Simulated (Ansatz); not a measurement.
# C₃H₇B: a spread of methods and bases

How do the results and run time of C₃H₇B respond when the settings are drawn wide?

The runs use Ansatz 0.2.0, Gaussian basis; the settings change from run to run.

### 1 The geometry

The geometry comes from an earlier relaxation with PBE0-D4 in a triple-zeta def2 set; it is a stationary point, not always the lowest conformer.

SMILES `B1CCC1`, 11 atoms, charge 0, spin multiplicity 1.

Atoms are counted from 1 here; the program's logs count them from 0.

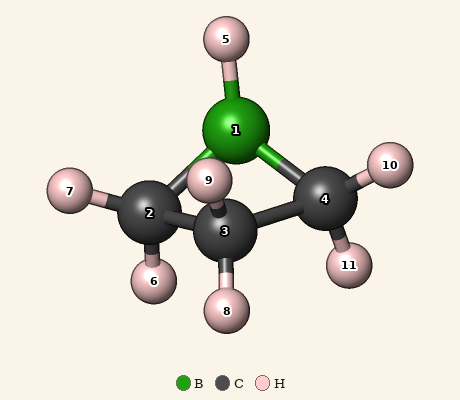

The structure; boron green, carbon dark grey, hydrogen pink; atoms are numbered from 1 in the order of the file.

### 2 MP2/def2-SVP

Set apart from the defaults: multiplicity 3.

in.yaml

```yaml
crystal:
  periodic: [false, false, false]
  atoms:
    - {symbol: B, position_ang: [-0.133090, 0.556356, -0.936668]}
    - {symbol: C, position_ang: [-0.173024, 1.057890, 0.525332]}
    - {symbol: C, position_ang: [0.460393, -0.386667, 0.565467]}
    - {symbol: C, position_ang: [-0.410791, -0.933634, -0.630982]}
    - {symbol: H, position_ang: [0.581403, 0.973337, -1.801761]}
    - {symbol: H, position_ang: [-1.119888, 1.009522, 1.060113]}
    - {symbol: H, position_ang: [0.430899, 1.900435, 0.853385]}
    - {symbol: H, position_ang: [0.284777, -0.910450, 1.503643]}
    - {symbol: H, position_ang: [1.530902, -0.394460, 0.358760]}
    - {symbol: H, position_ang: [-0.002101, -1.726620, -1.252573]}
    - {symbol: H, position_ang: [-1.383979, -1.202713, -0.224314]}
basis:
  gaussian: {orbitals: def2-SVP}
magnetization: {spin_polarized: true, initial_magnetization: 2}
hamiltonian: {xc: {name: HF}}
correlation: {method: mp2}
output: {forces: true}
```

Started as:

```sh
ansatz run in.yaml --threads 2 --pin off --events-out ev --progress --plain --max-ram 4352MiB
```

Output (excerpt; [...] marks lines left out):

```text
Functional definition: HF
  name "HF"
  cite "Fock, Z. Phys. 61, 126 (1930) doi:10.1007/BF01340294"
  parent pbe
[...]
943 factors; integrals over basis functions are off by at most 1.3e-3 eV
[...]
mean field -3864.28878612 eV, -142.0099935808 hartree, gradient 1.4e-6 eV, S^2 2.015619; 4 other end points of the search recorded, 0 dependent functions left out
4 core orbitals not correlated: weight in the atoms' cores, before any rotation towards them, 1.000 or more for the frozen orbitals, at most 0.000 for the correlated occupied ones
reference -3864.28878612 eV, -142.0099935808 hartree; 12, 10 occupied and 75, 77 virtual orbitals, 943 factors
second order -13.44659235 eV of doubles, -0.00000000 eV of singles
[...]
Total energy: -3877.73537847 eV, -142.5041467353 hartree
Atom 0 at    -0.133090     0.556356    -0.936668 Å, force    -1.881651     4.723789    -0.236953 eV/Å
Atom 1 at    -0.173024     1.057890     0.525332 Å, force     1.859612    -0.248346     0.721095 eV/Å
Atom 2 at     0.460393    -0.386667     0.565467 Å, force    -0.443245     1.655140    -1.273466 eV/Å
Atom 3 at    -0.410791    -0.933634    -0.630982 Å, force     2.408201    -4.945727     1.388518 eV/Å
Atom 4 at     0.581403     0.973337    -1.801761 Å, force     0.012245    -0.620626    -0.854828 eV/Å
Atom 5 at    -1.119888     1.009522     1.060113 Å, force    -0.632795     0.337955    -0.054316 eV/Å
Atom 6 at     0.430899     1.900435     0.853385 Å, force     0.362564    -0.042150     0.364343 eV/Å
Atom 7 at     0.284777    -0.910450     1.503643 Å, force    -1.020615    -1.011588     0.921024 eV/Å
Atom 8 at     1.530902    -0.394460     0.358760 Å, force     0.145163     0.043228    -0.320872 eV/Å
Atom 9 at    -0.002101    -1.726620    -1.252573 Å, force     0.178750    -0.304843    -0.033939 eV/Å
Atom 10 at    -1.383979    -1.202713    -0.224314 Å, force    -0.988230     0.413167    -0.620606 eV/Å
Dipole moment:     0.159449    -0.497638     0.333067 e Å
```

Wall time 3.8 s (2 threads of Arm Neoverse V1, shared host).

Largest force 5.673 eV/Å, dipole 2.98 D, ⟨S²⟩ 2.016.

### 3 B2PLYP/x2c-TZVPPall

This run has multiplicity 3, density fitting with def2-universal-jkfit.

in.yaml: that of step 2 with these lines changed.

```diff
@@ -15,6 +15,5 @@
 basis:
-  gaussian: {orbitals: def2-SVP}
+  gaussian: {orbitals: x2c-TZVPPall, fitting: {mean_field: def2-universal-jkfit}}
 magnetization: {spin_polarized: true, initial_magnetization: 2}
-hamiltonian: {xc: {name: HF}}
-correlation: {method: mp2}
+hamiltonian: {xc: {name: B2PLYP}}
 output: {forces: true}
```

Launched as before.

Output (excerpt; [...] marks lines left out):

```text
Functional definition: B2PLYP
  name "B2PLYP"
  cite "Grimme, J. Chem. Phys. 124, 034108 (2006) doi:10.1063/1.2148954"
  cite "Becke, Phys. Rev. A 38, 3098 (1988) doi:10.1103/PhysRevA.38.3098"
  cite "Lee, Yang & Parr, Phys. Rev. B 37, 785 (1988) doi:10.1103/PhysRevB.37.785"
[...]
426 factors; integrals over basis functions are off by at most 9.1e-1 eV
[...]
mean field -3888.39780187 eV, -142.8959835679 hartree, gradient 4.6e-6 eV, S^2 2.010800; 2 other end points of the search recorded, 0 dependent functions left out
4 core orbitals not correlated: weight in the atoms' cores, before any rotation towards them, 1.000 or more for the frozen orbitals, at most 0.000 for the correlated occupied ones
reference -3888.39796978 eV, -142.8959897385 hartree; 12, 10 occupied and 206, 208 virtual orbitals, 426 factors
second order -20.72551343 eV of doubles, -0.00000000 eV of singles
[...]
Atom 1 at    -0.173024     1.057890     0.525332 Å, force     2.385429     0.605173     2.397996 eV/Å
Atom 2 at     0.460393    -0.386667     0.565467 Å, force     0.019957     0.783830    -1.356502 eV/Å
Atom 3 at    -0.410791    -0.933634    -0.630982 Å, force     1.982260    -2.768041     0.435844 eV/Å
Atom 4 at     0.581403     0.973337    -1.801761 Å, force    -0.094612     0.180929    -0.290565 eV/Å
Atom 5 at    -1.119888     1.009522     1.060113 Å, force    -0.509333     0.450561    -0.453013 eV/Å
Atom 6 at     0.430899     1.900435     0.853385 Å, force     0.047404    -0.293407     0.242450 eV/Å
Atom 7 at     0.284777    -0.910450     1.503643 Å, force    -0.935050    -0.427894     0.930314 eV/Å
Atom 8 at     1.530902    -0.394460     0.358760 Å, force    -0.266775     0.119231    -0.150208 eV/Å
Atom 9 at    -0.002101    -1.726620    -1.252573 Å, force     0.073500    -0.075947     0.369026 eV/Å
Atom 10 at    -1.383979    -1.202713    -0.224314 Å, force    -0.531545     0.262747    -0.561506 eV/Å
Dipole moment:     0.197336    -0.251102     0.392333 e Å
```

Run time: 31 s. Hardware: 2 threads of Arm Neoverse V1, shared host; peak memory 0.91 GiB.

Largest force 3.436 eV/Å, dipole 2.43 D, ⟨S²⟩ 2.011.

### 4 B2GP-PLYP/x2c-TZVPPall

Set apart from the defaults: charge -1, multiplicity 2, density fitting with cc-pVTZ-jkfit, the search for lower states set to off.

in.yaml: that of step 3 with these lines changed.

```diff
@@ -15,5 +15,6 @@
 basis:
-  gaussian: {orbitals: x2c-TZVPPall, fitting: {mean_field: def2-universal-jkfit}}
-magnetization: {spin_polarized: true, initial_magnetization: 2}
-hamiltonian: {xc: {name: B2PLYP}}
-output: {forces: true}
+  gaussian: {orbitals: x2c-TZVPPall, fitting: {mean_field: cc-pVTZ-jkfit}}
+total_charge: -1
+magnetization: {spin_polarized: true, initial_magnetization: 1}
+hamiltonian: {xc: {name: B2GP-PLYP}}
+scf: {lower_state_search: off}
```

The command is unchanged.

Output (excerpt; [...] marks lines left out):

```text
Functional definition: B2GP-PLYP
  name "B2GP-PLYP"
  cite "Karton, Tarnopolsky, Lamère, Schatz & Martin, J. Phys. Chem. A 112, 12868 (2008) doi:10.1021/jp801805p"
  cite "Becke, Phys. Rev. A 38, 3098 (1988) doi:10.1103/PhysRevA.38.3098"
  cite "Lee, Yang & Parr, Phys. Rev. B 37, 785 (1988) doi:10.1103/PhysRevB.37.785"
[...]
526 factors; integrals over basis functions are off by at most 6.9e-1 eV
[...]
mean field -3889.63602095 eV, -142.9414872799 hartree, gradient 8.7e-6 eV, S^2 0.756171; 0 other end points of the search recorded, 0 dependent functions left out
4 core orbitals not correlated: weight in the atoms' cores, before any rotation towards them, 1.000 or more for the frozen orbitals, at most 0.000 for the correlated occupied ones
reference -3889.63614780 eV, -142.9414919417 hartree; 12, 11 occupied and 206, 207 virtual orbitals, 526 factors
second order -20.28725949 eV of doubles, -0.00000000 eV of singles
Total energy: -3896.93956122 eV, -143.2098874343 hartree
Relativity: scalar
Checks for a lower state left out: stability, starts, cluster_reference, orbital_swaps, neighbouring_geometries, increment
```

It took 5.5 s on 2 threads of Arm Neoverse V1, shared host.

⟨S²⟩ 0.756.

### 5 r2SCAN50/STO-3G

Set apart from the defaults: atoms shaken by 0.15 Å.

in.yaml

```yaml
crystal:
  periodic: [false, false, false]
  atoms:
    - {symbol: B, position_ang: [0.177807, 0.460329, -0.884615]}
    - {symbol: C, position_ang: [-0.087030, 1.012698, 0.362936]}
    - {symbol: C, position_ang: [0.609804, -0.499666, 0.773878]}
    - {symbol: C, position_ang: [-0.455773, -1.009158, -0.487229]}
    - {symbol: H, position_ang: [0.544206, 1.007655, -1.666327]}
    - {symbol: H, position_ang: [-0.832991, 1.020634, 1.152321]}
    - {symbol: H, position_ang: [0.520388, 1.993049, 0.883379]}
    - {symbol: H, position_ang: [0.235600, -0.998236, 1.583521]}
    - {symbol: H, position_ang: [1.567305, -0.259202, 0.417941]}
    - {symbol: H, position_ang: [-0.081840, -1.966275, -1.441779]}
    - {symbol: H, position_ang: [-1.186839, -1.016714, -0.073208]}
basis:
  gaussian: {orbitals: STO-3G}
hamiltonian: {xc: {name: r2SCAN50}}
```

The command is unchanged.

Output (excerpt; [...] marks lines left out):

```text
Functional definition: r2SCAN50
  name "r2SCAN50"
  cite "Bursch, Neugebauer, Ehlert & Grimme, J. Chem. Phys. 156, 134105 (2022) doi:10.1063/5.0086040"
  cite "Furness, Kaplan, Ning, Perdew & Sun, J. Phys. Chem. Lett. 11, 8208 (2020) doi:10.1021/acs.jpclett.0c02405"
  cite "Furness, Kaplan, Ning, Perdew & Sun, J. Phys. Chem. Lett. 11, 9248 (2020) doi:10.1021/acs.jpclett.0c03077"
  parent r2scan
[...]
373 factors; integrals over basis functions are off by at most 7.6e-5 eV
[...]
mean field -3843.37905864 eV, -141.2415752691 hartree, gradient 3.2e-5 eV, S^2 0.000000; 0 other end points of the search recorded, 0 dependent functions left out
reference -3843.37906200 eV, -141.2415753925 hartree; 15, 15 occupied and 12, 12 virtual orbitals, 373 factors
Total energy: -3843.37906200 eV, -141.2415753925 hartree
```

Run time: 1.1 s. Hardware: 2 threads of Arm Neoverse V1, shared host.

### 6 r2SCAN50/pcseg-2

Options: D4 dispersion, relativity set to none.

in.yaml

```yaml
crystal:
  periodic: [false, false, false]
  atoms:
    - {symbol: B, position_ang: [-0.133090, 0.556356, -0.936668]}
    - {symbol: C, position_ang: [-0.173024, 1.057890, 0.525332]}
    - {symbol: C, position_ang: [0.460393, -0.386667, 0.565467]}
    - {symbol: C, position_ang: [-0.410791, -0.933634, -0.630982]}
    - {symbol: H, position_ang: [0.581403, 0.973337, -1.801761]}
    - {symbol: H, position_ang: [-1.119888, 1.009522, 1.060113]}
    - {symbol: H, position_ang: [0.430899, 1.900435, 0.853385]}
    - {symbol: H, position_ang: [0.284777, -0.910450, 1.503643]}
    - {symbol: H, position_ang: [1.530902, -0.394460, 0.358760]}
    - {symbol: H, position_ang: [-0.002101, -1.726620, -1.252573]}
    - {symbol: H, position_ang: [-1.383979, -1.202713, -0.224314]}
basis:
  gaussian: {orbitals: pcseg-2}
hamiltonian: {xc: {name: r2SCAN50}, dispersion: d4, pseudopotentials: {relativity: none}}
```

Launched as before.

Output (excerpt; [...] marks lines left out):

```text
Functional definition: r2SCAN50
  name "r2SCAN50"
  cite "Bursch, Neugebauer, Ehlert & Grimme, J. Chem. Phys. 156, 134105 (2022) doi:10.1063/5.0086040"
  cite "Furness, Kaplan, Ning, Perdew & Sun, J. Phys. Chem. Lett. 11, 8208 (2020) doi:10.1021/acs.jpclett.0c02405"
  cite "Furness, Kaplan, Ning, Perdew & Sun, J. Phys. Chem. Lett. 11, 9248 (2020) doi:10.1021/acs.jpclett.0c03077"
  parent r2scan
[...]
1129 factors; their error is unknown
[...]
mean field -3898.65807973 eV, -143.2730418247 hartree, gradient 2.1e-5 eV, S^2 0.000000; 0 other end points of the search recorded, 0 dependent functions left out
reference -3898.65808929 eV, -143.2730421759 hartree; 15, 15 occupied and 203, 203 virtual orbitals, 1129 factors
Total energy: -3898.71256485 eV, -143.2750441159 hartree
```

It took 5.5 s on 2 threads of Arm Neoverse V1, shared host.

### 7 RPBE/STO-3G

This run has density fitting with cc-pVTZ-jkfit, a grid of angular degree 47, finite nuclei, high accuracy, the search for lower states set to light.

in.yaml: that of step 6 with these lines changed.

```diff
@@ -15,3 +15,5 @@
 basis:
-  gaussian: {orbitals: pcseg-2}
-hamiltonian: {xc: {name: r2SCAN50}, dispersion: d4, pseudopotentials: {relativity: none}}
+  gaussian: {orbitals: STO-3G, fitting: {mean_field: cc-pVTZ-jkfit}, final_grid: {core_spheres: 20, valence_spheres: 16, degree: 47}, nuclear_model: gaussian}
+hamiltonian: {xc: {name: RPBE}}
+accuracy: high
+scf: {lower_state_search: light}
```

Same command.

Output:

```text
Functional definition: RPBE
  name "RPBE"
  cite "Hammer, Hansen & Nørskov, Phys. Rev. B 59, 7413 (1999) doi:10.1103/PhysRevB.59.7413"
  cite "Perdew, Burke & Ernzerhof, Phys. Rev. Lett. 77, 3865 (1996) doi:10.1103/PhysRevLett.77.3865"
  parameter kappa = 0.804
  parameter beta = 0.06672455060314922
  exchange = rpbe_x(kappa = kappa, mu = beta*pi^2/3)
  correlation = pbe_c(beta = beta)
526 factors; integrals over basis functions are off by at most 8.0e-4 eV
mean field evaluation 1: about -3853.9828 eV, gradient 9.0e0 eV
mean field evaluation 2: about -3853.8919 eV, gradient 1.1e1 eV
mean field evaluation 4: about -3854.2143 eV, gradient 2.5e-1 eV
mean field evaluation 8: about -3854.2122 eV, gradient 2.6e-3 eV
mean field evaluation 16: about -3854.2122 eV, gradient 1.8e-8 eV
mean field -3854.21217841 eV, -141.6396850779 hartree, gradient 1.8e-8 eV, S^2 0.000000; 0 other end points of the search recorded, 0 dependent functions left out
reference -3854.21218097 eV, -141.6396851718 hartree; 15, 15 occupied and 12, 12 virtual orbitals, 526 factors
Total energy: -3854.21218097 eV, -141.6396851718 hartree
```

Wall time 1 s (2 threads of Arm Neoverse V1, shared host).

### 8 MP2/def2-SVPD

in.yaml: that of step 7 with these lines changed.

```diff
@@ -15,5 +15,4 @@
 basis:
-  gaussian: {orbitals: STO-3G, fitting: {mean_field: cc-pVTZ-jkfit}, final_grid: {core_spheres: 20, valence_spheres: 16, degree: 47}, nuclear_model: gaussian}
-hamiltonian: {xc: {name: RPBE}}
-accuracy: high
-scf: {lower_state_search: light}
+  gaussian: {orbitals: def2-SVPD}
+hamiltonian: {xc: {name: HF}}
+correlation: {method: mp2}
```

The command is unchanged.

Output:

```text
Functional definition: HF
  name "HF"
  cite "Fock, Z. Phys. 61, 126 (1930) doi:10.1007/BF01340294"
  parent pbe
  exchange = exact_x
  correlation = 0
1358 factors; integrals over basis functions are off by at most 9.5e-4 eV
mean field evaluation 1: about -3867.2097 eV, gradient 3.0e1 eV
mean field evaluation 2: about -3867.2115 eV, gradient 3.0e1 eV
mean field evaluation 4: about -3869.8178 eV, gradient 3.3e0 eV
mean field evaluation 8: about -3869.8577 eV, gradient 1.5e-4 eV
mean field -3869.85774688 eV, -142.2146491140 hartree, gradient 1.5e-6 eV, S^2 0.000000; 0 other end points of the search recorded, 0 dependent functions left out
4 core orbitals not correlated: weight in the atoms' cores, before any rotation towards them, 1.000 or more for the frozen orbitals, at most 0.000 for the correlated occupied ones
reference -3869.85774688 eV, -142.2146491140 hartree; 11, 11 occupied and 121, 121 virtual orbitals, 1358 factors
second order -14.39600033 eV of doubles, -0.00000000 eV of singles
Total energy: -3884.25374721 eV, -142.7436923683 hartree
```

It took 1.6 s on 2 threads of Arm Neoverse V1, shared host.

### 9 wPBEh/def2-SVP

Set apart from the defaults: charge +1, multiplicity 2, restricted open-shell orbitals.

in.yaml: that of step 8 with these lines changed.

```diff
@@ -15,4 +15,6 @@
 basis:
-  gaussian: {orbitals: def2-SVPD}
-hamiltonian: {xc: {name: HF}}
-correlation: {method: mp2}
+  gaussian: {orbitals: def2-SVP}
+total_charge: 1
+magnetization: {spin_polarized: false, initial_magnetization: 1}
+hamiltonian: {xc: {name: wPBEh}}
+output: {forces: true}
```

The command is unchanged.

Output (excerpt; [...] marks lines left out):

```text
Functional definition: wPBEh
  name "wPBEh"
  cite "Heyd, Scuseria & Ernzerhof, J. Chem. Phys. 118, 8207 (2003) doi:10.1063/1.1564060"
  cite "Krukau, Vydrov, Izmaylov & Scuseria, J. Chem. Phys. 125, 224106 (2006) doi:10.1063/1.2404663"
  cite "Heyd & Scuseria, J. Chem. Phys. 120, 7274 (2004) doi:10.1063/1.1668634"
  cite "Ernzerhof & Perdew, J. Chem. Phys. 109, 3313 (1998) doi:10.1063/1.476928"
  cite "Perdew, Burke & Ernzerhof, Phys. Rev. Lett. 77, 3865 (1996) doi:10.1103/PhysRevLett.77.3865"
  parent pbe
[...]
943 factors; integrals over basis functions are off by at most 1.3e-3 eV
86 factors; integrals over basis functions are off by at most 2.7e-7 eV
[...]
mean field -3882.87574175 eV, -142.6930516015 hartree, gradient 6.6e-5 eV, S^2 0.750000; 4 other end points of the search recorded, 0 dependent functions left out
[...]
Atom 1 at    -0.173024     1.057890     0.525332 Å, force     1.514427     0.951996     1.637029 eV/Å
Atom 2 at     0.460393    -0.386667     0.565467 Å, force     0.134578     1.594020    -2.773003 eV/Å
Atom 3 at    -0.410791    -0.933634    -0.630982 Å, force     1.146569    -2.131260    -0.153242 eV/Å
Atom 4 at     0.581403     0.973337    -1.801761 Å, force     0.013946     0.421199    -0.728446 eV/Å
Atom 5 at    -1.119888     1.009522     1.060113 Å, force    -0.764399     0.376509    -0.315462 eV/Å
Atom 6 at     0.430899     1.900435     0.853385 Å, force     0.206227     0.178675     0.242717 eV/Å
Atom 7 at     0.284777    -0.910450     1.503643 Å, force    -1.043485    -0.263155     0.667691 eV/Å
Atom 8 at     1.530902    -0.394460     0.358760 Å, force     0.319829     0.022365    -0.104279 eV/Å
Atom 9 at    -0.002101    -1.726620    -1.252573 Å, force     0.145396    -0.330707    -0.053031 eV/Å
Atom 10 at    -1.383979    -1.202713    -0.224314 Å, force    -0.782495     0.225519    -0.403172 eV/Å
Dipole moment:     0.002682    -0.019560     0.033084 e Å
```

It took 6.5 s on 2 threads of Arm Neoverse V1, shared host.

Largest force 3.201 eV/Å.

### 10 B2GP-PLYP/def2-SVPD

Set apart from the defaults: high accuracy, the search for lower states set to light.

in.yaml: that of step 9 with these lines changed.

```diff
@@ -15,6 +15,5 @@
 basis:
-  gaussian: {orbitals: def2-SVP}
-total_charge: 1
-magnetization: {spin_polarized: false, initial_magnetization: 1}
-hamiltonian: {xc: {name: wPBEh}}
-output: {forces: true}
+  gaussian: {orbitals: def2-SVPD}
+hamiltonian: {xc: {name: B2GP-PLYP}}
+accuracy: high
+scf: {lower_state_search: light}
```

Launched as before.

Output (excerpt; [...] marks lines left out):

```text
Functional definition: B2GP-PLYP
  name "B2GP-PLYP"
  cite "Karton, Tarnopolsky, Lamère, Schatz & Martin, J. Phys. Chem. A 112, 12868 (2008) doi:10.1021/jp801805p"
  cite "Becke, Phys. Rev. A 38, 3098 (1988) doi:10.1103/PhysRevA.38.3098"
  cite "Lee, Yang & Parr, Phys. Rev. B 37, 785 (1988) doi:10.1103/PhysRevB.37.785"
[...]
2787 factors; integrals over basis functions are off by at most 3.0e-9 eV
[...]
mean field -3885.97477572 eV, -142.8069389995 hartree, gradient 2.1e-8 eV, S^2 0.000000; 0 other end points of the search recorded, 0 dependent functions left out
4 core orbitals not correlated: weight in the atoms' cores, before any rotation towards them, 1.000 or more for the frozen orbitals, at most 0.000 for the correlated occupied ones
reference -3885.97479641 eV, -142.8069397598 hartree; 11, 11 occupied and 121, 121 virtual orbitals, 2787 factors
second order -16.67409588 eV of doubles, -0.00000000 eV of singles
Total energy: -3891.97747093 eV, -143.0275339795 hartree
```

Wall time 12 s (2 threads of Arm Neoverse V1, shared host); peak memory 0.54 GiB.

### 11 All runs side by side

```tsv
level	charge	multiplicity	geometry	functions	energy (eV)	time
MP2/def2-SVP	0	3	relaxed	91	-3877.735	3.8 s
B2PLYP/x2c-TZVPPall	0	3	relaxed	222	-3893.994	31 s
B2GP-PLYP/x2c-TZVPPall	-1	2	relaxed	222	-3896.940	5.5 s
r2SCAN50/STO-3G	0	1	shaken	27	-3843.379	1.1 s
r2SCAN50/pcseg-2	0	1	relaxed	218	-3898.713	5.5 s
RPBE/STO-3G	0	1	relaxed	27	-3854.212	1 s
MP2/def2-SVPD	0	1	relaxed	136	-3884.254	1.6 s
wPBEh/def2-SVP	1	2	relaxed	91	-3882.876	6.5 s
B2GP-PLYP/def2-SVPD	0	1	relaxed	136	-3891.977	12 s
```

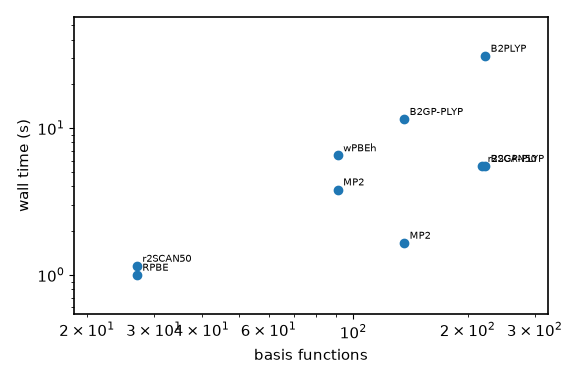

Wall time against the number of basis functions (shared host).

### 12 What came out

| quantity | value |
| --- | --- |
| runs | 9 |
| quickest | RPBE/STO-3G, 1 s |
| slowest | B2PLYP/x2c-TZVPPall, 31 s |
| spread of total energies, same state and geometry | 44.5 eV |

**Reading.** Run time spans a factor of 31, from RPBE/STO-3G to B2PLYP/x2c-TZVPPall. The jobs differ in tasks and options as well as level. Total energies at one charge and spin differ by 45 eV between levels, so only differences within one level mean anything.
